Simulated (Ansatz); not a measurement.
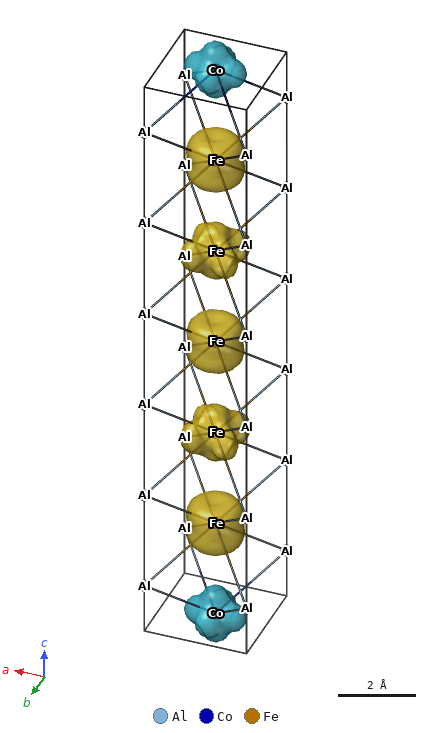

The picture shows: Al6Fe5Co. Isosurfaces of the spin density at +0.1 (yellow) and −0.1 e/Å³ (cyan), seen at an oblique angle. Sticks mark near contacts.

Space group P4/mmm; a structure generated by program, which may or may not match a known phase; not relaxed (largest force 0.4 eV/Å); computed pressure about −2 GPa in this cell; the program warned that a lower state may break the symmetry; spin-polarised.

Level of theory: DFT r2SCAN, scalar-relativistic, plane waves, PAW in Ansatz.

In a PAW calculation such maps are meaningful between the atoms, not at the nuclei.

Question: Where is the spin, and how is it ordered?

Answer: The spin density sits on Co: −0.7 μB; Fe: +1.2 μB (×3) and +0.8 μB (×2) in one cell of 12 atoms, with smaller moments on other sites: Al (up to −0.05 μB): ferrimagnetic (opposed moments on unlike sites) in this solution. The cell of the calculation (12 atoms) carries 4.1 μB of net spin moment.
